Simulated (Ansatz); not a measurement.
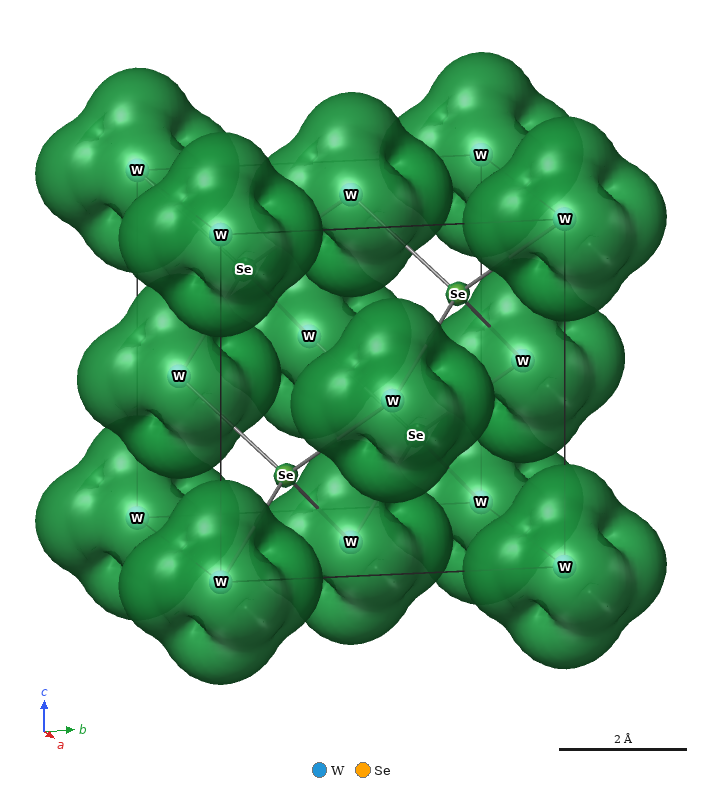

WSe. Isosurface of the spin density at +0.03 e/Å³ (green), seen slightly off an axis. Sticks mark near contacts.

Space group F-43m; started from the zinc blende prototype, which need not be the ambient phase; computed pressure about 4 GPa in this cell; spin-polarised.

Method: Ansatz, DFT HSE06, scalar-relativistic, plane waves, PAW.

In a PAW calculation such maps are meaningful between the atoms, not at the nuclei.

```cif
data_structure
_symmetry_space_group_name_H-M 'P 1'
_symmetry_Int_Tables_number 1
_cell_length_a 5.5847
_cell_length_b 5.5847
_cell_length_c 5.5847
_cell_angle_alpha 90.000
_cell_angle_beta 90.000
_cell_angle_gamma 90.000
_cell_volume 174.18
loop_
_atom_site_label
_atom_site_type_symbol
_atom_site_fract_x
_atom_site_fract_y
_atom_site_fract_z
_atom_site_occupancy
W1 W 0.50000 0.50000 0.00000 1
W2 W 0.00000 0.50000 0.50000 1
W3 W 0.00000 0.00000 0.00000 1
W4 W 0.50000 0.00000 0.50000 1
Se1 Se 0.25000 0.75000 0.25000 1
Se2 Se 0.75000 0.75000 0.75000 1
Se3 Se 0.75000 0.25000 0.25000 1
Se4 Se 0.25000 0.25000 0.75000 1
```

### Where is the spin, and how is it ordered?

The spin density sits on W: +0.9 μB (×4) in one cell of 8 atoms: parallel main moments, as they must be, since the calculation's own cell holds one magnetic site. The cell of the calculation (2 atoms) carries 1.4 μB of net spin moment.
